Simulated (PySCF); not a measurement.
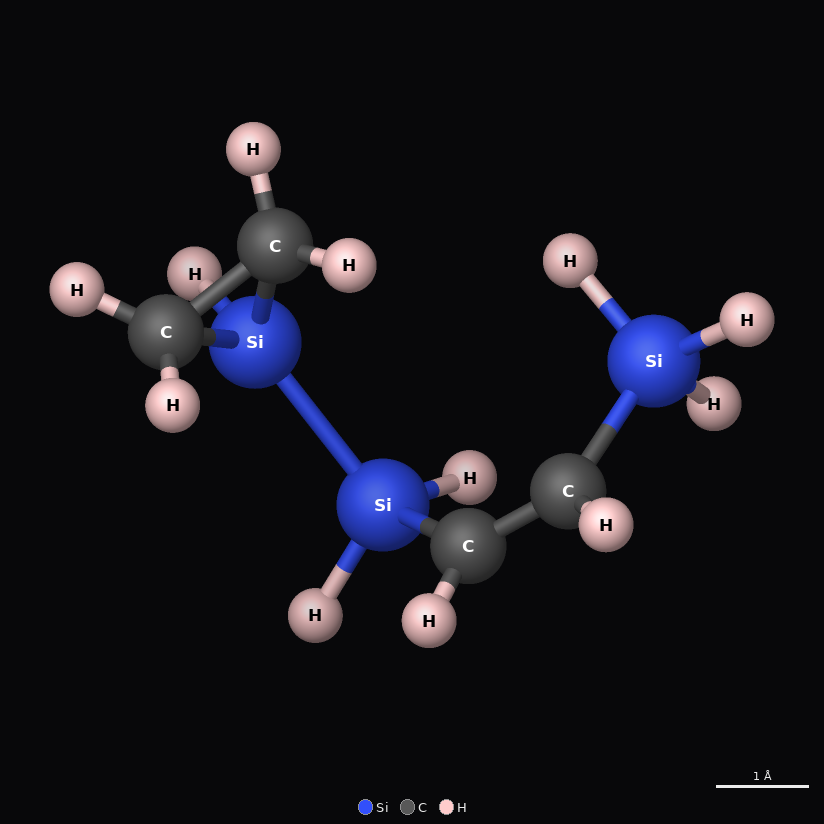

Ball-and-stick drawing of a structure. Every bond is drawn as one stick, whatever its order.

The computed structure is the end point of a GFN2-xTB optimisation. No frequency run is at hand to confirm it as a minimum.

Identify the structure.

Formula C4H12Si3. SMILES: `[SiH3]/C=C\[SiH2][SiH]1CC1`. Independent rings (smallest set): 1 of 3 members. Among its groups: alkene, Si–H bond. The point group is C1. Coordination, clear cases only: 2 Si tetrahedral; 2 C trigonal planar.

The parts below concern this one geometry. Atoms keep their numbers from picture to picture.

Dipole moment

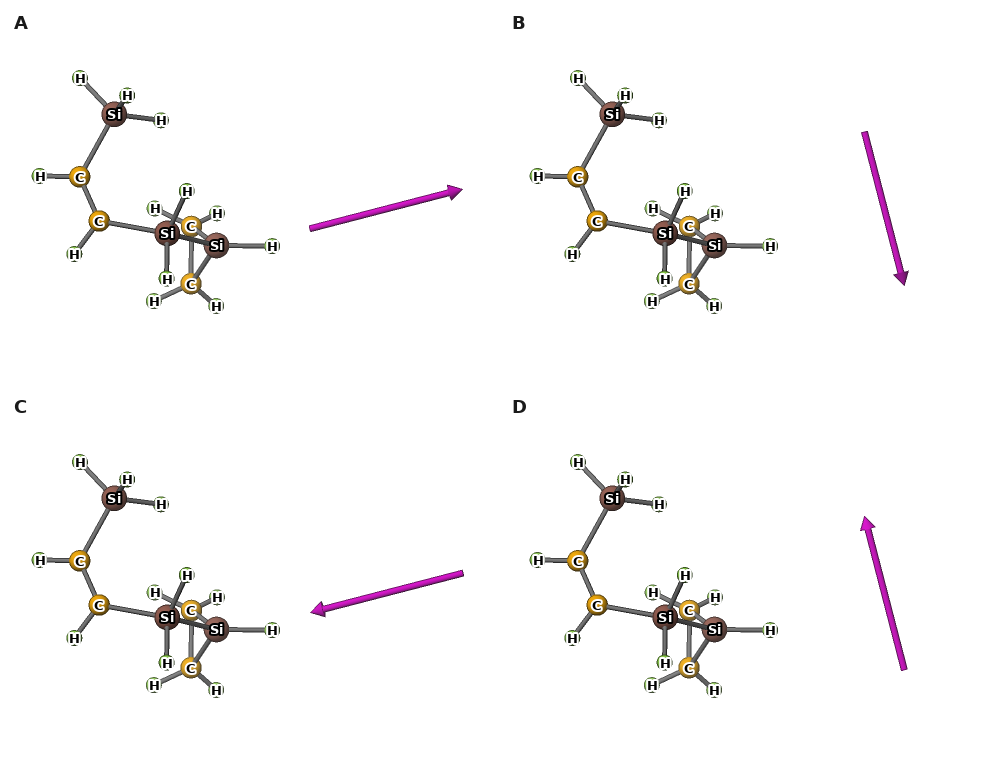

The same molecule four times, each with an arrow. No frequency run is at hand to confirm it as a minimum. Properties computed with PBE0/pcSseg-1, gas phase (PySCF 2.14.0).

Question: Which arrow points along the dipole moment, from the negative to the positive end?

Answer: C. The dipole moment is 0.70 D.

Ring current

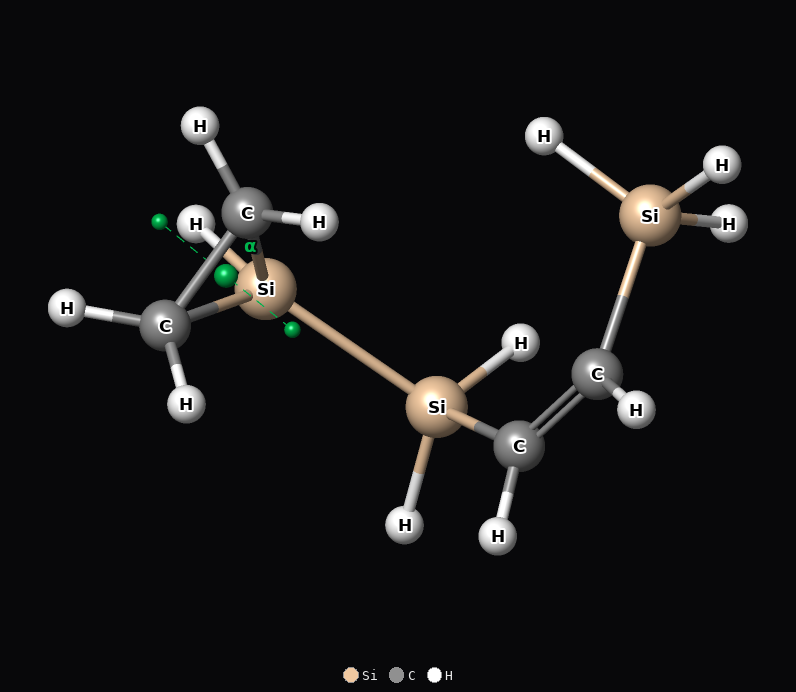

The small points mark where nucleus-independent chemical shifts (NICS) were computed: at the centre of each lettered ring and 1 Å above and below it. No frequency run is at hand to confirm it as a minimum. Method: GIAO PBE0/pcSseg-1 NMR shielding, non-relativistic, gas phase (PySCF 2.14.0).

Give NICS(0), NICS(1) and the out-of-plane component NICS(1)zz for each ring (means of the two sides).

```json
{"ring": "α", "members": "C2Si", "NICS(0)": "−30.6", "NICS(1)": "−8.9", "NICS(1)zz": "−19.1"}
```

Values in ppm.

Excitation

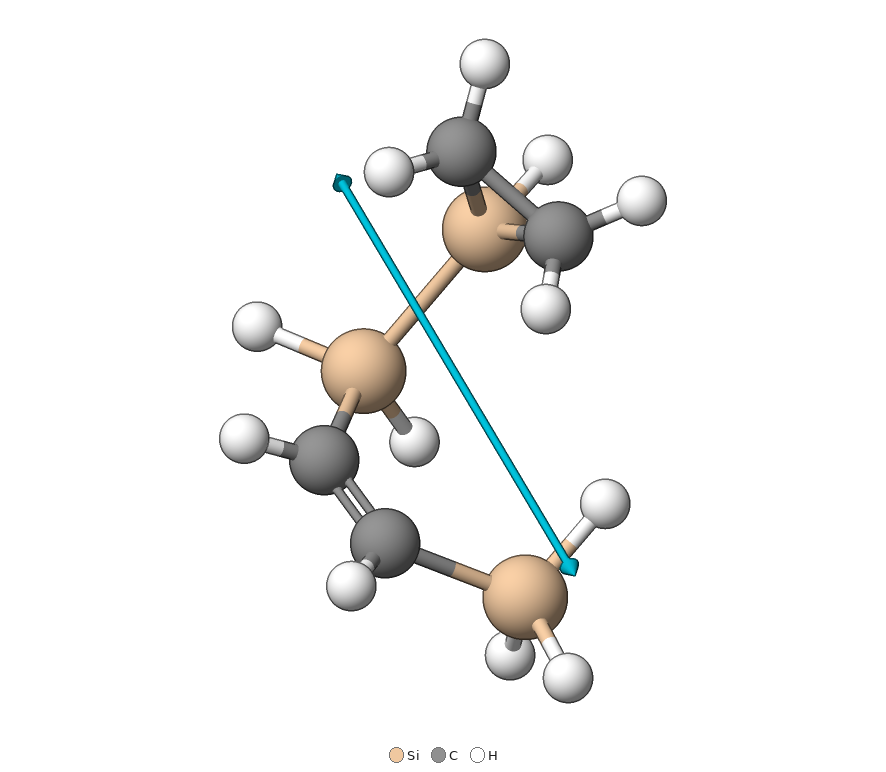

The double arrow shows the direction of the transition dipole to excited singlet state 5 (its length means nothing). No frequency run is at hand to confirm it as a minimum. Properties computed with TDDFT CAM-B3LYP/def2-SVPD, vertical, gas phase, core orbitals frozen in the response (PySCF 2.14.0).

Question: Give its energy, strength and character.

Answer: 6.22 eV (199 nm), oscillator strength 0.20, mainly HOMO−1 → LUMO (weight 0.56); transition dipole 2.94 D.

The geometry is semi-empirical. Around Si such bond lengths and angles can be off by a tenth of an ångström or more and by several degrees, and values that hang on the shape move with them.
